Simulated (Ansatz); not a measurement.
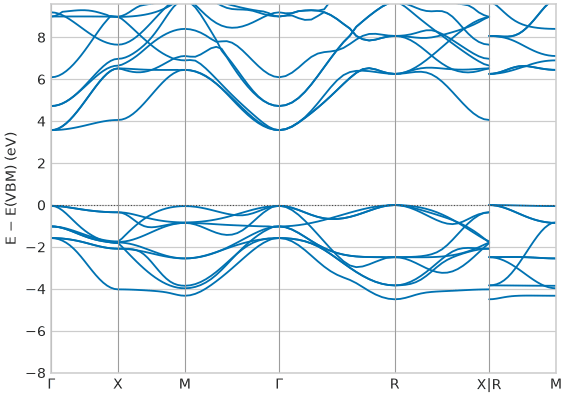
Figure: Band structure from plane-wave PAW LDA (Ansatz code)

Question: Read off the gap and where the band edges lie.

Answer: About 3.6 eV (3.57 eV by a search for the band edges); maximum at R, minimum at Γ.

The material is BaHfO3 (cubic perovskite, Pm-3m).

The LDA relaxation kept the symmetry of its start; phonons on a q-mesh show weakly imaginary modes. The run is not spin-polarised. Scalar-relativistic: spin–orbit coupling is off unless named, which matters more the heavier the elements.

Potentials: the later of the program's two PAW sets.
